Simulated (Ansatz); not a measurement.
# GeS (germanium sulfide) at B3LYP/STO-3G

Aim: the vertical electron affinity of GeS (germanium sulfide) at B3LYP/STO-3G, from 2 runs. 

The results are computed with Ansatz 0.2.0.

58 further runs of the same task are left out: 29 that didn't finish, 29 set aside as unsound or not needed.

## (1) The structure to begin with

The species is GeS (2 atoms), meant as a singlet with charge 0. SMILES: `[S+]#[Ge-]`. Geometry: the measured bond length.

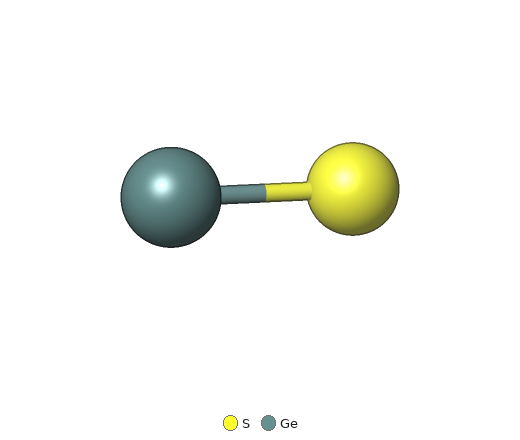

The structure, seen from a chosen angle (sulfur yellow, germanium teal).

## (2) A single-point energy at B3LYP/STO-3G

The input, run.yaml:

```yaml
basis:
  gaussian:
    orbitals: STO-3G
crystal:
  periodic: [false, false, false]
  atoms:
    - symbol: S
      position_ang: [0.000000, 0.000000, 0.000000]
    - symbol: Ge
      position_ang: [0.000000, 0.000000, 2.012086]
hamiltonian:
  xc: {name: B3LYP}
accuracy: high
```

The run is started by

```bash
$ ansatz run run.yaml --threads 1 --pin off --max-ram 2610MiB --events-out events.jsonl --progress --plain --runs-dir runs
```

Log:

```text
Warning: RAYON_NUM_THREADS=1 ignored (pool sized by the plan → 1); use --threads N
Functional definition: B3LYP
  name "B3LYP"
  parameter a0 = 0.2
  parameter ax = 0.72
  parameter ac = 0.81
  exchange = (1 - a0 - ax)*slater_x + ax*b88_x + a0*exact_x
  correlation = (1 - ac)*vwn_rpa_c + ac*lyp_c
374 factors; integrals over basis functions are off by at most 1.1e-8 eV
mean field evaluation 1: about -66566.1960 eV, gradient 7.6e1 eV
mean field evaluation 2: about -66525.3319 eV, gradient 9.9e1 eV
mean field evaluation 4: about -66580.5632 eV, gradient 6.7e0 eV
mean field evaluation 8: about -66580.7301 eV, gradient 1.1e-1 eV
mean field evaluation 16: about -66580.7180 eV, gradient 5.3e-6 eV
mean field -66580.71803194 eV, -2446.7962576422 hartree, gradient 3.6e-8 eV, S^2 0.000000; 0 other end points of the search recorded, 0 dependent functions left out
reference -66580.71805588 eV, -2446.7962585220 hartree; 24, 24 occupied and 3, 3 virtual orbitals, 374 factors
Total energy: -66580.71805588 eV, -2446.7962585220 hartree
```

Wall time 1.1 s (1 thread of Arm Neoverse V1, shared host); peak memory 0.089 GiB.

## (3) The doublet anion at the same level

The input, molecule.yaml:

```yaml
basis:
  gaussian: {orbitals: STO-3G}
crystal:
  periodic: [false, false, false]
  atoms:
    - {symbol: S, position_ang: [0.000000, 0.000000, 0.000000]}
    - {symbol: Ge, position_ang: [0.000000, 0.000000, 2.012086]}
accuracy: high
total_charge: -1
magnetization: {spin_polarized: true, initial_magnetization: 1}
hamiltonian: {xc: {name: B3LYP}}
```

The run is started by

```bash
$ ansatz run molecule.yaml --threads 1 --pin off --max-ram 2610MiB --events-out events.jsonl --progress --plain --runs-dir runs
```

Log, shortened:

```text
Warning: RAYON_NUM_THREADS=1 ignored (pool sized by the plan → 1); use --threads N
[... 7 set-up lines as earlier in the session ...]
374 factors; integrals over basis functions are off by at most 1.1e-8 eV
mean field evaluation 1: about -66515.9151 eV, gradient 9.0e1 eV
mean field evaluation 2: about -66524.6796 eV, gradient 5.7e1 eV
mean field evaluation 4: about -66575.8034 eV, gradient 1.6e0 eV
mean field evaluation 8: about -66575.8822 eV, gradient 1.7e-1 eV
mean field evaluation 16: about -66575.8841 eV, gradient 7.3e-3 eV
mean field evaluation 32: about -66575.8883 eV, gradient 3.6e-3 eV
mean field evaluation 64: about -66575.4815 eV, gradient 2.8e0 eV
mean field -66575.88415112 eV, -2446.6186157985 hartree, gradient 2.8e-8 eV, S^2 0.784460; 6 other end points of the search recorded, 0 dependent functions left out
reference -66575.88417618 eV, -2446.6186167195 hartree; 25, 24 occupied and 2, 3 virtual orbitals, 374 factors
Total energy: -66575.88417618 eV, -2446.6186167195 hartree
```

It took 4.8 s on 1 thread of Arm Neoverse V1, shared host; peak memory 0.13 GiB.

## (4) Summary of results

Level: B3LYP/STO-3G.

| quantity | value |
| --- | --- |
| singlet GeS: total energy | -2446.79626 Eh |
| doublet anion: total energy | -2446.61862 Eh |
| doublet anion: ⟨S²⟩ | 0.784 |
| vertical electron affinity (to the doublet anion) | -4.834 eV |

The anion lies 4.83 eV (466 kJ/mol) above the neutral: the electron isn't bound at this level, and such a value depends on the basis. Without diffuse functions anions come out too high. In a minimal basis such a difference can be off by several eV, whatever the method.
